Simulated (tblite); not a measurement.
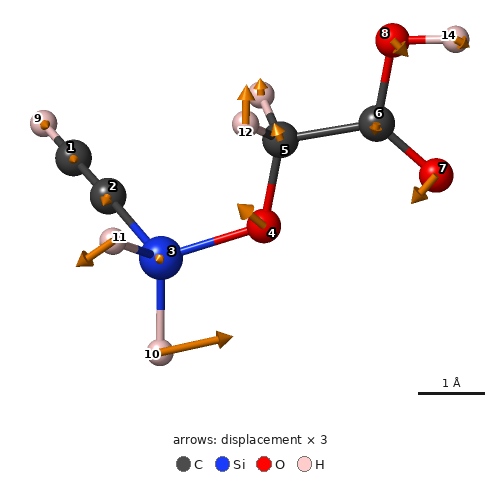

This is a relaxation of C₄H₆O₃Si. The starting structure is drawn; orange arrows show the displacements, 3 times their true length. The two geometries are superimposed by the best rigid fit.

Style: ball-and-stick. Shown at a tilt.

Computed with GFN2-xTB geometry optimisation, gas phase (tblite). 

Which element moves most?

Hydrogen: up to 0.39 Å, against 0.21 Å for oxygen.

What did the optimiser do to the structure, and how much energy did it gain?

Over 52 geometry steps the energy falls by 18.6 kJ/mol. The atom that moves furthest after the best rigid fit is an H atom (0.39 Å). Largest moves by element: H 0.39 Å, O 0.21 Å, C 0.10 Å, Si 0.04 Å. Near-neighbour distances that change, for instance: O–Si 1.672 → 1.626 Å, H–Si 1.477 → 1.452 Å, C–O 1.404 → 1.381 Å, C–O 1.215 → 1.195 Å. Among the angles between lasting bonds that change: Si–O–C 119.4° → 129.8°, O–Si–H 109.0° → 99.5°, H–Si–H 108.6° → 116.5°. Cost: 0.36 s on 1 thread of Arm Neoverse V1, with other jobs on the host.
